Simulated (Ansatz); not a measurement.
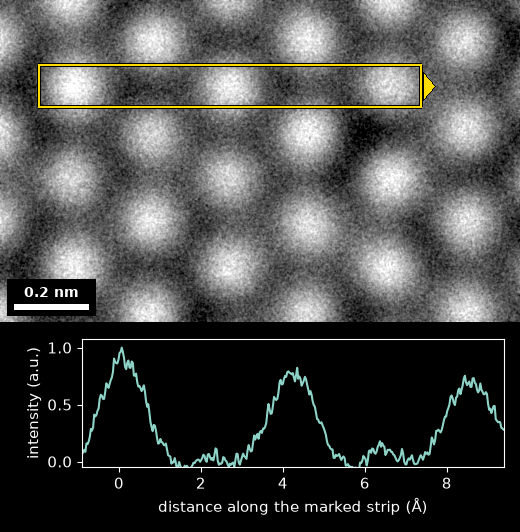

iDPC-like image of Sr (Fm-3m, No. 225) along [111]. Simulated as the projected potential of neutral atoms (B = 0.8 Å²) blurred by a 1.30 Å probe, the thin-sample limit of integrated differential phase contrast. The display is stretched by a gamma of 0.8; percentages refer to the linear signal. Shot noise and the speckle of an amorphous layer were added. Model: the input geometry of a calculation.

Space group Fm-3m (No. 225). a = 6.019 Å, b = 6.019 Å, c = 6.019 Å, α = 90.00°, β = 90.00°, γ = 90.00°
```tsv
atom	site	symmetry	x	y	z
Sr	4a	m-3m	0.0000	0.0000	0.0000
```

The curve is the intensity along the marked strip, in the direction of its arrowhead, with zero distance at the first column. Brightness is counted from the darkest point of the image.

**Assign the peaks of the line profile.**

| position (Å) | atoms per repeat along the beam | height (% of the highest) |
| --- | --- | --- |
| 0.0 | 1 Sr | 100 |
| 4.3 | 1 Sr | 100 |
| 8.5 | 1 Sr | 100 |
